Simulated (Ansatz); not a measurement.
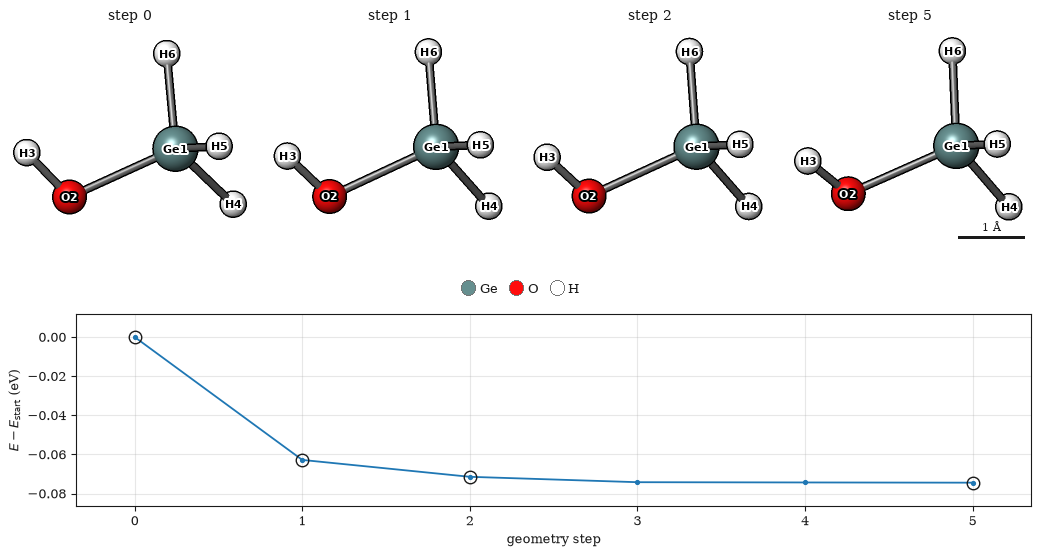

Frames of a relaxation of GeH4O, marked on the history of the run. The picture is a ball-and-stick view, seen at a tilt.

The run prepares the start of a later molecular dynamics calculation, from a guessed geometry.

The calculation used RKS B3LYP/def2-SVP in Ansatz. (no spin polarisation; force threshold 0.02 eV/Å; at most 40 steps)

### What happens along the run?

The energy falls by 0.074 eV in 5 geometry steps. Largest force component: 1.8 eV/Å at the start, 0.0018 eV/Å at the end. The largest move after the best rigid fit is that of H3, 0.15 Å. By element the largest moves are H 0.15 Å, O 0.10 Å, Ge 0.05 Å. Some distances before and after: O2–H3 1.010 → 0.966 Å, Ge1–O2 1.770 → 1.793 Å, Ge1–H4 1.550 → 1.536 Å. Among the angles between lasting bonds that change: O2–Ge1–H4 109.5° → 104.2°, Ge1–O2–H3 109.5° → 112.8°. From step 0 to 1: H4 moves most (0.07 Å), energy −0.063 eV. From step 1 to 2: H3 moves most (0.02 Å), energy −0.009 eV. From step 2 to 5: H3 moves most (0.10 Å), energy −0.003 eV.

| step | E − E(0), eV | largest force component, eV/Å |
| --- | --- | --- |
| 0 | 0.0000 | 1.7667 |
| 1 | -0.0628 | 0.6920 |
| 2 | -0.0714 | 0.0962 |
| 3 | -0.0742 | 0.0243 |
| 4 | -0.0743 | 0.0355 |
| 5 | -0.0744 | 0.0018 |
